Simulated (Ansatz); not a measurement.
**C3H3FO2: density, localisation and related maps**

Input file:

```
crystal:
  periodic: [false, false, false]
  atoms:
    - {symbol: C, position_ang: [-1.516254, -1.765634, 1.128858]}
    - {symbol: C, position_ang: [-1.740379, -0.624212, 0.191430]}
    - {symbol: C, position_ang: [-0.614279, 0.257102, -0.147138]}
    - {symbol: F, position_ang: [0.580282, 0.053154, 0.429712]}
    - {symbol: O, position_ang: [-2.298335, -2.052800, 1.992694]}
    - {symbol: O, position_ang: [-1.013931, -0.684868, -1.045132]}
    - {symbol: H, position_ang: [-0.562562, -2.323327, 0.960376]}
    - {symbol: H, position_ang: [-2.770039, -0.249071, 0.137223]}
    - {symbol: H, position_ang: [-0.752331, 1.313516, -0.412380]}
basis:
  gaussian: {orbitals: def2-TZVPD}
hamiltonian: {xc: {name: PBE0}}
output: {forces: true, orbitals: {seedname: orbitals}}
```

Launched as:

```sh
ansatz run input.yaml --threads 2 --pin off --max-ram 5220MiB --events-out events.jsonl --progress --plain --runs-dir runs
```

Geometry: PBE0-D3(BJ)/def2-SVP.

All numbers below come from isolated molecule in a Gaussian basis; Kohn-Sham density functional theory, functional PBE0 in Ansatz 0.2.0.

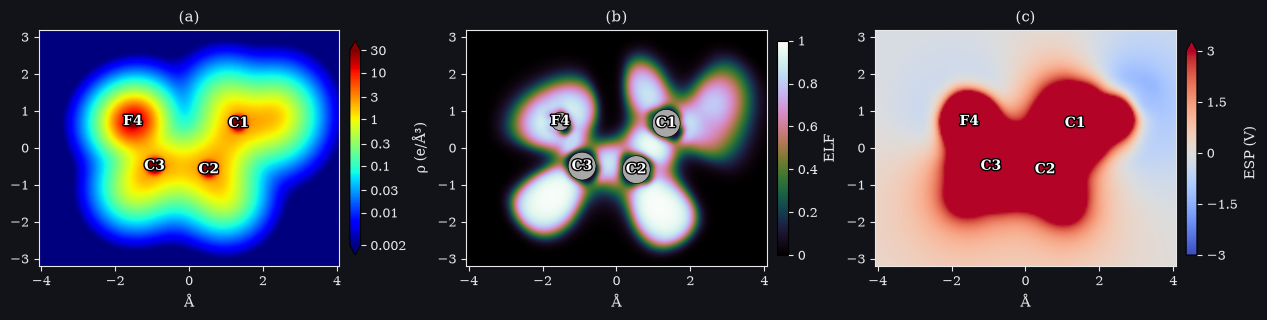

Figure 1. (a) total electron density; (b) electron localisation function; (c) electrostatic potential on the plane of atoms C2, C3 and F4. Grey discs cover the atomic cores in the ELF map.

**What does the map show?**

- The section cuts through C and F sites.
- C–F (1.34 Å): the density is about 2.3 e/Å³ at the midpoint; the ELF peaks at about 0.85 between the atoms: a shared but strongly polarised pair.
- C–C (1.47 Å): ρ at the midpoint is about 1.7 e/Å³; the ELF peaks at about 0.85 between the atoms, as expected for localised, covalent bonding.
- The ELF also peaks beside F4 and O5, away from the bonds: lone-pair regions.
- Outside the dense part of the molecule the potential is most negative (−1.3 V) near O5, which lies off the plane.

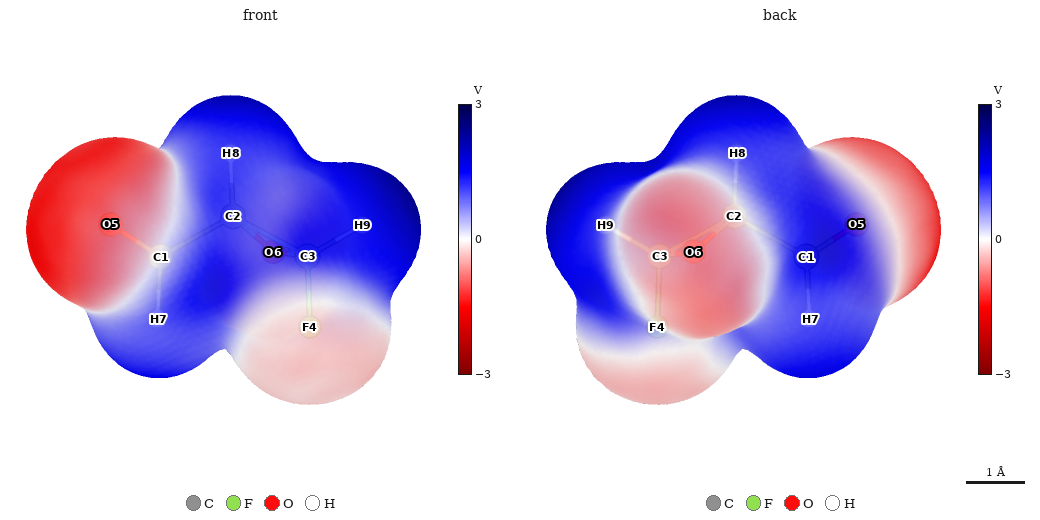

Figure 2. The molecular electrostatic potential painted on the density surface at 0.004 e/bohr³, seen from the front and from behind; the colour scale runs from red (negative) to blue (positive).

**Which sites attract a positive test charge, and which a negative one?**

A positive charge is drawn to the negative regions and a negative charge to the positive ones. The most negative region (about −1.5 V, or −35 kcal/mol for a unit charge) lies over O5, the most positive (about +2.3 V, or +53 kcal/mol for a unit charge) over H9. O5 is the likeliest acceptor of a hydrogen bond.

**How polar is the molecule by this calculation?**

Its dipole moment is 2.23 D.

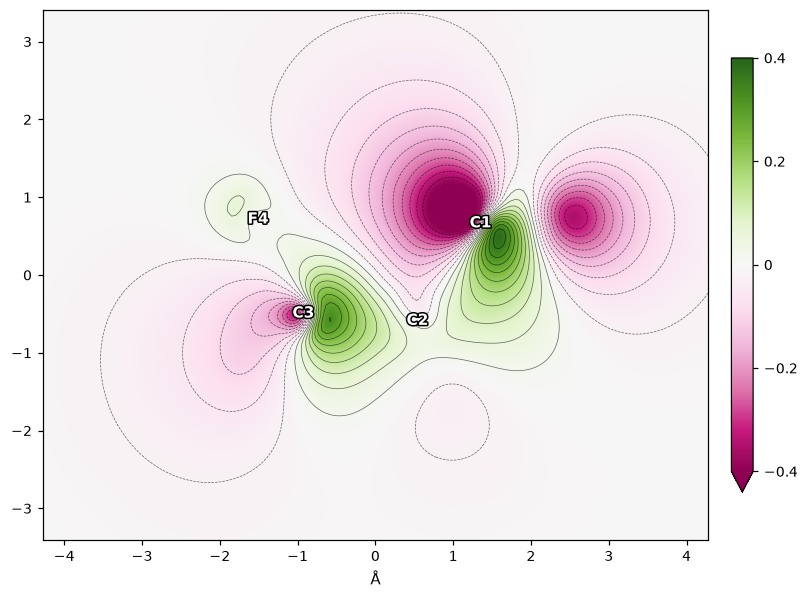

Figure 3. The LUMO on the plane of atoms C2, C3 and F4 (values in Å⁻³ᐟ²; the overall sign is arbitrary).

**Where does this orbital lie, and at what energy?**

Its weight (Hirshfeld) is mainly on C1 (about 40 %), O5 (about 30 %), C2 (about 10 %) and C3 (about 5 %); π-antibonding (π*) across C1–O5. Its energy is −1.61 eV.
